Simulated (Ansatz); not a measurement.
## Electronic structure of GeH₄SSb (SMILES [S-][SbH][GeH3]) (charge −1) in real space

Input

```
crystal:
  periodic: [false, false, false]
  atoms:
    - {symbol: Ge, position_ang: [0.073718, 0.145141, 1.238902]}
    - {symbol: S, position_ang: [0.402723, -2.345952, -1.749005]}
    - {symbol: Sb, position_ang: [-1.162793, -0.726603, -0.985991]}
    - {symbol: H, position_ang: [-0.001531, -0.905389, 2.387254]}
    - {symbol: H, position_ang: [-0.590049, 0.748710, -1.758439]}
    - {symbol: H, position_ang: [-0.531906, 1.445064, 1.874217]}
    - {symbol: H, position_ang: [1.588318, 0.447829, 1.062312]}
basis:
  gaussian:
    orbitals: def2-TZVPD
total_charge: -1
magnetization:
  spin_polarized: false
  initial_magnetization: 0
hamiltonian:
  xc: pbe0
output: {forces: true, orbitals: {seedname: orbitals}}
```

Run with:

```sh
ansatz run input.yaml --threads 2 --pin off --max-ram 4350MiB --events-out events.jsonl --progress --plain --runs-dir runs
```

Geometry: B3LYP-D3(BJ)/def2-SVPD; core potentials replace the inner electrons of Sb.

Level of theory: isolated molecule in a Gaussian basis; Kohn-Sham density functional theory, functional PBE0 (Ansatz).

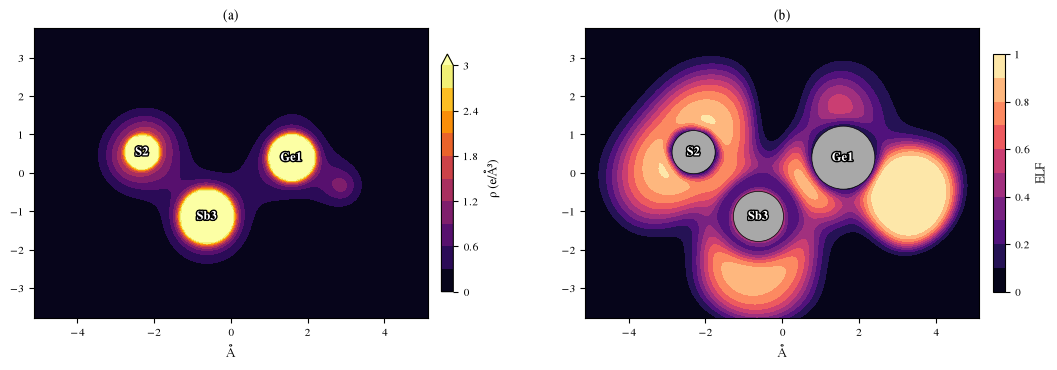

Figure 1. (a) electron density; (b) ELF on the plane of atoms Ge1, Sb3 and S2. Grey discs cover the atomic cores in the ELF map.

Q: Read the bonding off the picture.

A: The plane passes through Ge, S and Sb nuclei.
Sb–S (2.38 Å): ρ is about 0.63 e/Å³ halfway; the ELF peaks at about 0.75 in the valence shell of S, 1.0 Å from its nucleus, and drops to about 0.20 between the two atoms.
Ge–Sb (2.69 Å): the density is about 0.44 e/Å³ at the midpoint; the ELF peaks at about 0.85 between the atoms, as expected for a shared electron pair.
The ELF also peaks beside Sb3 and S2, away from the bonds: lone-pair regions.

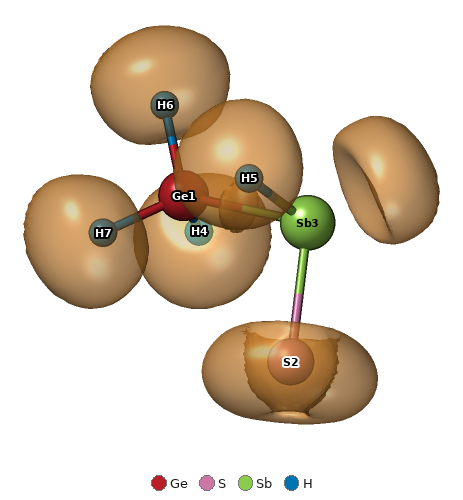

Figure 2. Isosurface of the ELF at 0.8 (orange), seen at an oblique angle. Core shells and regions of very low density are left out.

Q: Where are the electrons localised?

A: The surface consists of one region between bonded Ge–Sb atoms (shared pairs), four regions around hydrogen nuclei, one ring or bowl of non-bonding electrons around S and one lobe on Sb, pointing away from the bonds (lone pairs).

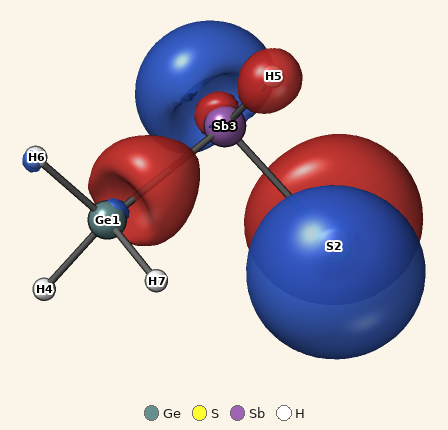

Figure 3. The HOMO at ±0.1 Å⁻³ᐟ² (blue and red are the two phases), seen at a tilt.

Q: Where does this orbital lie, and at what energy?

A: It lies mainly on S2 (about 70 %), Sb3 (about 15 %) and Ge1 (about 5 %); largely a lone pair of S2. Its energy is −1.13 eV.
